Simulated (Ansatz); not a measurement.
**Profile along the Ga–O line in ZnInGaO4 (InGaZnO4 type, space group R3m)**

ZnInGaO₄ (InGaZnO4 type, space group R3m)

```yaml
crystal:
  lattice:
    - [1.65738, 0.95689, 8.58370]
    - [-1.65738, 0.95689, 8.58370]
    - [0.00000, -1.91377, 8.58370]
  atoms:
    - { symbol: In, position: [0.99705, 0.99705, 0.99705] }
    - { symbol: Ga, position: [0.21287, 0.21287, 0.21287] }
    - { symbol: Zn, position: [0.78131, 0.78131, 0.78131] }
    - { symbol: O, position: [0.13627, 0.13627, 0.13627] }
    - { symbol: O, position: [0.87883, 0.87883, 0.87883] }
    - { symbol: O, position: [0.28876, 0.28876, 0.28876] }
    - { symbol: O, position: [0.70491, 0.70491, 0.70491] }
```

Fields along a shortest Ga–O line of a (0001) plane (1.91 Å), from Ga to O, interpolated on the slice's grid (step about 0.3 Å). Method: PBEsol (plane waves to 420 eV, PAW, scalar-relativistic; Ansatz, a quantum-chemistry and plane-wave program). k mesh 12×12×12. Near the nuclei the fields are pseudised (PAW); where an atom keeps semicore shells as valence, they peak there. ZnInGaO4 was relaxed with its symmetry unable to fall.

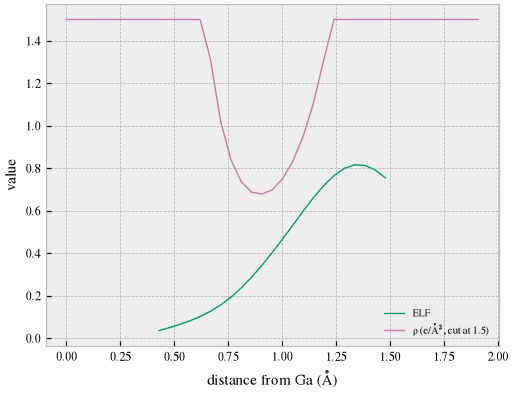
Fig. 1. ELF (away from the nuclei) and valence density from Ga to O.

Density on the Ga–O line (1.91 Å) at its density minimum, 0.9 Å from Ga: 0.68 e/Å³. ELF at that point: 0.3. Element round which the density of the highest valence band (whole band, smooth part) is largest on this plane: O.
